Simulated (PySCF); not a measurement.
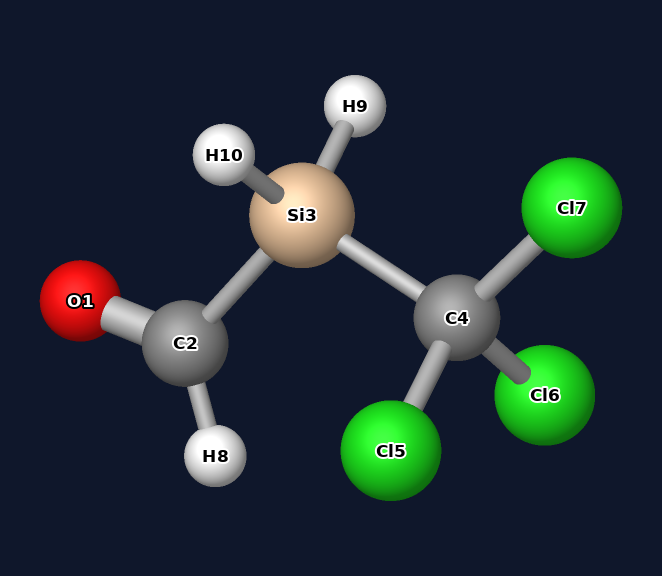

The thickness of each stick grows with its Mayer bond order. The computed structure is the end point of a PBE0-D3(BJ)/def2-SVP optimisation. No frequency run is at hand to confirm it as a minimum. Computed with PBE0/def2-TZVP (PySCF 2.14.0).

List the Mayer bond orders of O1–C2, C2–Si3, C2–H8, Si3–C4, Si3–H9, C4–Cl5, C4–Cl6, C4–Cl7 (one bond of each equivalent set). Atoms whose distances differ by more than 0.02 Å in this geometry are listed apart.

| bond | Mayer order | length (Å) |
| --- | --- | --- |
| O1–C2 | 2.05 | 1.205 |
| C2–Si3 | 0.91 | 1.931 |
| C2–H8 | 0.89 | 1.124 |
| Si3–C4 | 0.89 | 1.915 |
| Si3–H9 | 0.94 | 1.488 |
| C4–Cl5 | 1.06 | 1.785 |
| C4–Cl6 | 1.06 | 1.785 |
| C4–Cl7 | 1.08 | 1.775 |
